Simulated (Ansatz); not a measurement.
Input

```
crystal:
  periodic: [false, false, false]
  atoms:
    - {symbol: C, position_ang: [-1.549007, 1.663751, -0.194152]}
    - {symbol: C, position_ang: [-0.599212, 0.940606, -0.307956]}
    - {symbol: C, position_ang: [0.557685, 0.060529, -0.411225]}
    - {symbol: C, position_ang: [0.499427, -1.094912, 0.562662]}
    - {symbol: F, position_ang: [0.642065, -0.443008, -1.703641]}
    - {symbol: H, position_ang: [-2.393373, 2.305594, -0.102536]}
    - {symbol: H, position_ang: [1.467203, 0.650289, -0.248875]}
    - {symbol: H, position_ang: [1.381356, -1.724472, 0.436815]}
    - {symbol: H, position_ang: [0.473795, -0.719343, 1.586812]}
    - {symbol: H, position_ang: [-0.396838, -1.690133, 0.384998]}
basis:
  gaussian: {orbitals: def2-TZVPP}
hamiltonian: {xc: pbe0, dispersion: d4}
output: {orbitals: {seedname: orbitals}}
```

Command:

```sh
ansatz run in.yaml --threads 2 --pin off --events-out ev --progress --plain --max-ram 4352MiB
```

Geometry: PBE0-D4/def2-TZVP.

These are results of Ansatz, RKS PBE0-D4/def2-TZVPP, not measurements.

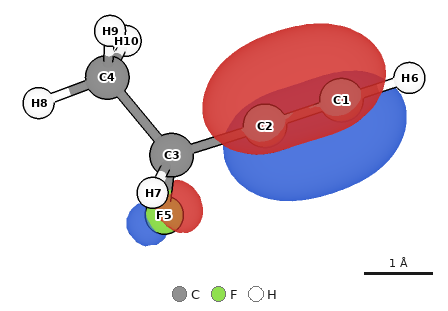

C4H5F (SMILES C#CC(C)F). The HOMO−1 at ±0.15 Å⁻³ᐟ² (red and blue are the two phases), seen across its widest extent.

Where does this orbital lie, and at what energy?

Answer. It lies mainly on C1 (about 45 %) and C2 (about 40 %); π-bonding across C1–C2. Its energy is −8.43 eV.
